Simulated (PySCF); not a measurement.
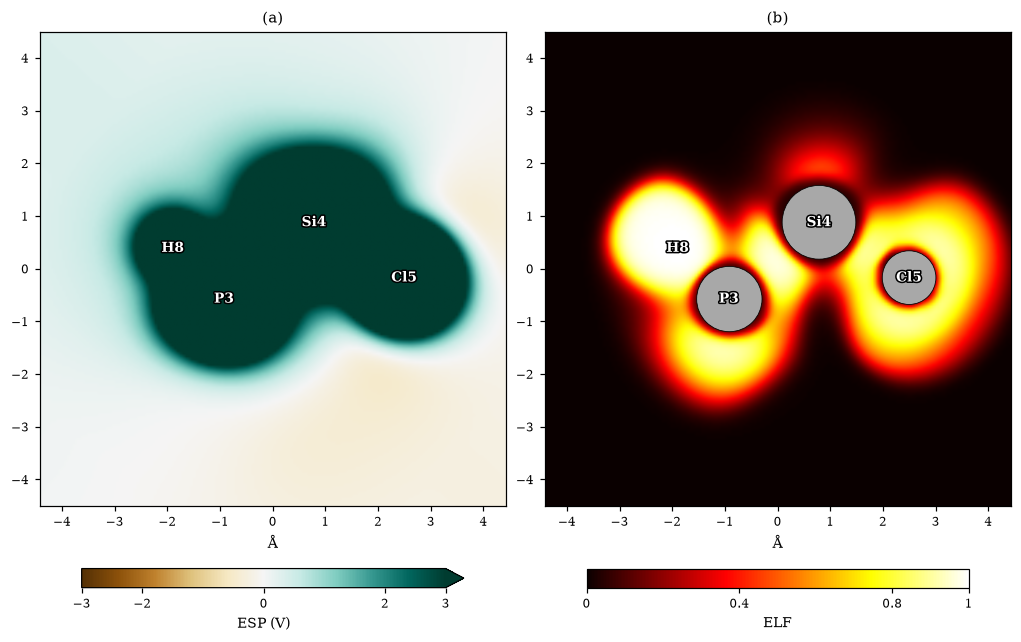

Cl₂H₅PSi₂ (SMILES Cl[SiH2]P[SiH2]Cl). (a) molecular electrostatic potential; (b) ELF on the plane of atoms P3, Si4 and Cl5. Grey discs cover the atomic cores in the ELF map.

Geometry: GFN2-xTB.

The calculation used PySCF 2.14.0, CAM-B3LYP/def2-SVPD, SCF density, gas phase.

The calculation's input:

```
{"job": {"kind": "uv", "xc": "CAM-B3LYP", "basis": "def2-SVPD", "nstates": 8, "ntriplets": 3}, "charge": 0, "multiplicity": 1}
Cl     1.897234     2.122321     0.031825
Si     1.753584     0.125426    -0.114447
P     -0.116499    -0.355139    -1.250020
Si    -1.738649    -0.039948     0.262319
Cl    -2.052958     1.935470     0.425871
H      2.870898    -0.386488    -0.904813
H      1.800625    -0.433242     1.238820
H     -0.028697    -1.718181    -1.045350
H     -1.435725    -0.562924     1.596904
H     -2.940931    -0.682639    -0.263637
```

Launched as:

```sh
OMP_NUM_THREADS=1 python probes_run.py task.json out
```

Interpret the plot.

The section cuts through P, Si, Cl and H sites. Si–Cl (2.01 Å): the ELF peaks at about 0.90 between the atoms, as expected for a shared but strongly polarised pair. Si–P (2.24 Å): the ELF peaks at about 0.95 between the atoms, as expected for localised, covalent bonding. P–H (1.38 Å): the ELF climbs to about 1 towards the hydrogen, as it does in any bond to H. The ELF also peaks beside P3 and Cl5, away from the bonds: lone-pair regions. Outside the dense part of the molecule the potential is most negative (−0.5 V) near Cl5.
